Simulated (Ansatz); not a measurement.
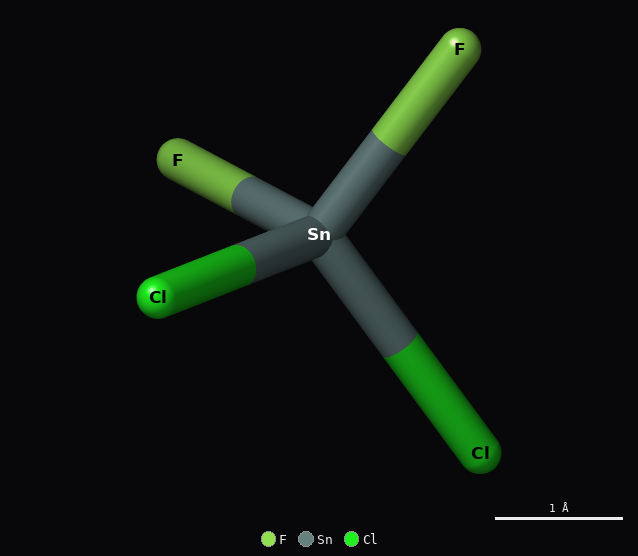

A stick model of a molecule. Every bond is drawn as one stick, whatever its order.

**What is the molecular formula?**

SnCl₂F₂, 5 atoms: 1 tin, 2 chlorine and 2 fluorine.

**Count the bonded pairs by element.**

2 F–Sn, 2 Cl–Sn.

**How many sets of symmetry-equivalent atoms are there?**

3: 2 F, 1 Sn, 2 Cl.

**What is the point group of this geometry?**

C2v.

The parts below concern this one geometry. Atoms keep their numbers from picture to picture. The computed structure is the end point of a PBE0-D4/def2-TZVP optimisation.

### Shape

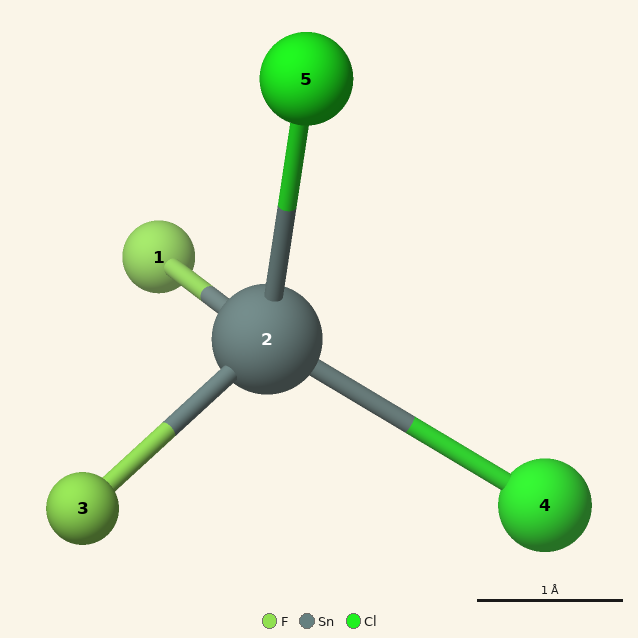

The atoms are numbered.

Estimate the angles F1–Sn2–F3, F1–Sn2–Cl4, Cl4–Sn2–Cl5.

```json
{"angle": "F1–Sn2–F3", "degrees": "105.5"}
{"angle": "F1–Sn2–Cl4", "degrees": "109.2"}
{"angle": "Cl4–Sn2–Cl5", "degrees": "114.0"}
```

### Vibrations

Harmonic vibrations computed with RKS PBE0-D4/def2-TZVP, core potentials on Sn (Ansatz 0.2.0) at a stationary point of the same level.

**List the wavenumbers.**

9 modes: 100, 121, 138, 172, 176, 393, 423, 659, 667 cm⁻¹.

### Levels of theory compared

Program: Ansatz 0.2.0.

Compare HOMO energy (eV) at these levels: B97M-V/def2-TZVPP; BLYP-D4/def2-TZVPP; HSE06-D4/def2-TZVPP; PBE0-D4/def2-SVP; SPW92 (LDA)/def2-TZVPP; ωB97M-V/def2-QZVPP.

```tsv
level	HOMO energy (eV)
B97M-V/def2-TZVPP	−9.20
BLYP-D4/def2-TZVPP	−8.56
HSE06-D4/def2-TZVPP	−9.82
PBE0-D4/def2-SVP	−10.08
SPW92 (LDA)/def2-TZVPP	−8.90
ωB97M-V/def2-QZVPP	−12.51
```

### Charges

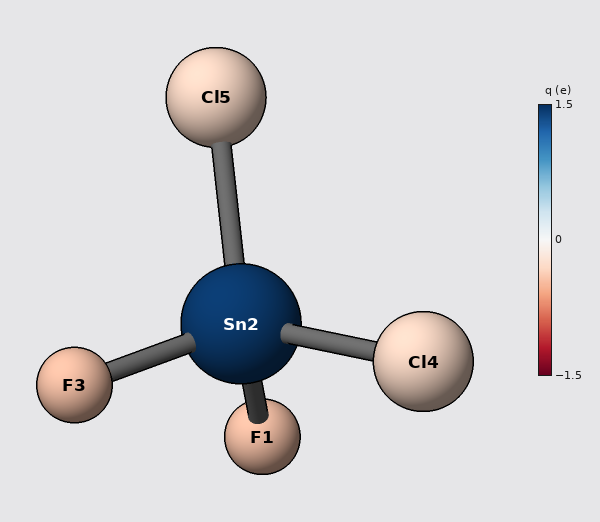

Atoms are coloured by their Mulliken charges. Properties computed with RKS PBE0-D4/def2-TZVP, core potentials on Sn (Ansatz 0.2.0).

Give the Mulliken charges atom by atom.

| atom | value (e) |
| --- | --- |
| F1 | −0.43 |
| Sn2 | 1.43 |
| F3 | −0.43 |
| Cl4 | −0.28 |
| Cl5 | −0.28 |

Mulliken values depend strongly on the basis set and can even reverse the polarity of a bond.
